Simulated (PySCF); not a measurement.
# PBE0/def2-TZVPPD run of BF (SMILES [B]F)

Aim: the energy change on altering one bond length of BF at PBE0/def2-TZVPPD, from 2 runs. Input form: a Python script.

Program for the calculation: PySCF 2.14.0.

5 further runs of the same task are left out: 5 set aside as unsound or not needed.

## Step 1: Starting point

The species is BF (2 atoms), meant as a singlet with charge 0. SMILES: `[B]F`. The coordinates come from a GFN2-xTB relaxation.

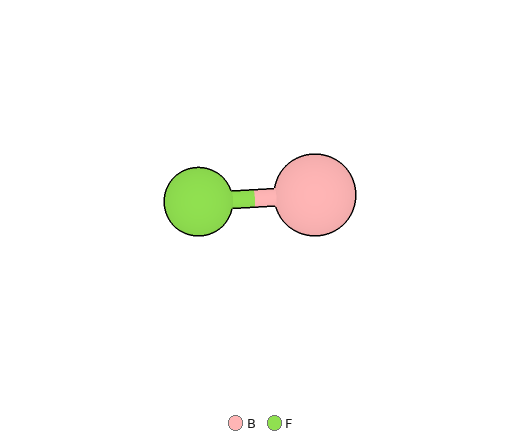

The structure, seen from a chosen angle (boron pink, fluorine green).

## Step 2: The energy at PBE0/def2-TZVPPD

input.py

```python
# 13768-60-0
from pyscf import gto, dft

system = gto.M(
    atom=[
    ('B', (0.000000, 0.000000, 0.000000)),
    ('F', (0.000000, 0.000000, 1.244390)),
],
    spin=0,
    max_memory=1860,
    basis='def2-tzvppd',
    verbose=3,
)

calc0 = dft.RKS(system, xc='pbe0')
calc0.conv_tol = 1e-10
calc0.grids.level = 5
calc0.kernel()
if not calc0.converged:
    calc0 = calc0.newton().run(calc0.mo_coeff, calc0.mo_occ)

e_tot = calc0.e_tot
print('E = %.10f Eh' % e_tot)
```

On the command line:

```bash
$ OMP_NUM_THREADS=1 python input.py
```

The log of the run:

```text
converged SCF energy = -124.580234712684
E = -124.5802347127 Eh
```

Run time: 3.9 s. Hardware: 1 thread of Arm Neoverse V2, shared host; peak memory 0.35 GiB.

## Step 3: The distorted shape, same level

input.py

```python
from pyscf import gto, dft

mol = gto.Mole()
mol.atom = '''
B        0.000000       0.000000      -0.186610
F        0.000000       0.000000       1.244390
'''
mol.spin = 0
mol.basis = 'def2-tzvppd'
mol.max_memory = 1860
mol.verbose = 4
mol.build()

ks = dft.RKS(mol)
ks.xc = 'pbe0'
ks.conv_tol = 1e-10
ks.grids.level = 5
ks.kernel()
if not ks.converged:
    ks = ks.newton().run(ks.mo_coeff, ks.mo_occ)

e_tot = ks.e_tot
print('E(%s) = %.9f' % ('PBE0', e_tot))
```

On the command line:

```bash
$ OMP_NUM_THREADS=1 python input.py
```

The log of the run:

```text
PySCF version 2.14.0

[INPUT] num. atoms = 2
[INPUT] num. electrons = 14
[INPUT] charge = 0
[INPUT] spin (= nelec alpha-beta = 2S) = 0
[INPUT] symmetry False subgroup None
[INPUT] Mole.unit = angstrom
[INPUT] Symbol           X                Y                Z      unit          X                Y                Z       unit  Magmom
[INPUT]  1 B      0.000000000000   0.000000000000  -0.186610000000 AA    0.000000000000   0.000000000000  -0.352641792105 Bohr   0.0
[INPUT]  2 F      0.000000000000   0.000000000000   1.244390000000 AA    0.000000000000   0.000000000000   2.351556292148 Bohr   0.0

nuclear repulsion = 16.6407927962264
number of shells = 27
number of NR pGTOs = 107
number of NR cGTOs = 77
basis = def2-tzvppd
ecp = {}

******** <class 'pyscf.dft.rks.RKS'> ********
method = RKS
initial guess = minao
damping factor = 0
level_shift factor = 0
DIIS = <class 'pyscf.scf.diis.CDIIS'>
diis_start_cycle = 1
diis_space = 8
diis_damp = 0
SCF conv_tol = 1e-10
SCF conv_tol_grad = None
SCF max_cycles = 50
direct_scf = True
direct_scf_tol = 1e-13
XC library pyscf.dft.libxc version 7.0.0
    S. Lehtola, C. Steigemann, M. J.T. Oliveira, and M. A.L. Marques.,  SoftwareX 7, 1–5 (2018)
XC functionals = pbe0
radial grids:
    Treutler-Ahlrichs [JCP 102, 346 (1995); DOI:10.1063/1.469408] (M4) radial grids

becke partition: Becke, JCP 88, 2547 (1988); DOI:10.1063/1.454033
pruning grids: <function nwchem_prune>
grids dens level: 5
symmetrized grids: False
atomic radii adjust function: <function treutler_atomic_radii_adjust>
small_rho_cutoff = 0
Set gradient conv threshold to 1e-05
Initial guess from minao.
tot grids = 87040
init E= -124.497857113502
  HOMO = -0.281387825036088  LUMO = -0.0591825389273184  gap/eV = 6.04651
cycle= 1 E= -124.517476376417  delta_E= -0.0196  |g|= 0.495  |ddm|= 0.834
  HOMO = -0.330295168191522  LUMO = -0.079755510883065  gap/eV = 6.81753
cycle= 2 E= -124.349887371406  delta_E= 0.168  |g|= 1.14  |ddm|= 0.665
  HOMO = -0.319136325649733  LUMO = -0.0712868250890957  gap/eV = 6.74433
cycle= 3 E= -124.562287812636  delta_E= -0.212  |g|= 0.0172  |ddm|= 0.433
  HOMO = -0.314736056631567  LUMO = -0.0654358675931156  gap/eV = 6.78380
cycle= 4 E= -124.562346976784  delta_E= -5.92e-05  |g|= 0.00749  |ddm|= 0.0252
  HOMO = -0.315339119132847  LUMO = -0.066141057982415  gap/eV = 6.78102
cycle= 5 E= -124.56235492896  delta_E= -7.95e-06  |g|= 0.000695  |ddm|= 0.00441
  HOMO = -0.315200588405322  LUMO = -0.0660952328933484  gap/eV = 6.77850
cycle= 6 E= -124.562355084842  delta_E= -1.56e-07  |g|= 0.000353  |ddm|= 0.00134
  HOMO = -0.315259711074308  LUMO = -0.0661441137141421  gap/eV = 6.77878
cycle= 7 E= -124.562355109109  delta_E= -2.43e-08  |g|= 4.06e-05  |ddm|= 0.000277
  HOMO = -0.315255383336893  LUMO = -0.0661414336777442  gap/eV = 6.77874
cycle= 8 E= -124.562355109359  delta_E= -2.51e-10  |g|= 2.54e-06  |ddm|= 3.63e-05
  HOMO = -0.315256111869857  LUMO = -0.0661421464489243  gap/eV = 6.77874
cycle= 9 E= -124.562355109361  delta_E= -1.82e-12  |g|= 1.77e-07  |ddm|= 3.57e-06
  HOMO = -0.31525611131622  LUMO = -0.0661421194265643  gap/eV = 6.77874
Extra cycle  E= -124.562355109362  delta_E= -6.82e-13  |g|= 9.16e-08  |ddm|= 2.33e-07
converged SCF energy = -124.562355109362
E(PBE0) = -124.562355109
```

Run time: 4.2 s. Hardware: 1 thread of Arm Neoverse V2, shared host; peak memory 0.35 GiB.

## Step 4: What came out

At PBE0/def2-TZVPPD:

```
                                                         quantity          value
                                        first shape: total energy  -124.58023 Eh
                                       first shape: dipole moment         1.10 D
                                         first shape: HOMO energy       -7.97 eV
                                         first shape: LUMO energy       -0.97 eV
                                       first shape: HOMO–LUMO gap        7.00 eV
                                    distorted shape: total energy  -124.56236 Eh
                                   distorted shape: dipole moment         0.06 D
                                     distorted shape: HOMO energy       -8.58 eV
                                     distorted shape: LUMO energy       -1.80 eV
                                   distorted shape: HOMO–LUMO gap        6.78 eV
energy change with the B1–F2 bond stretched from 1.244 to 1.431 Å       0.487 eV
```

What this shows: With the B1–F2 bond stretched from 1.244 to 1.431 Å the energy rises by 0.49 eV (11.2 kcal/mol). The first shape isn't relaxed at this level, so the change isn't measured from a minimum.
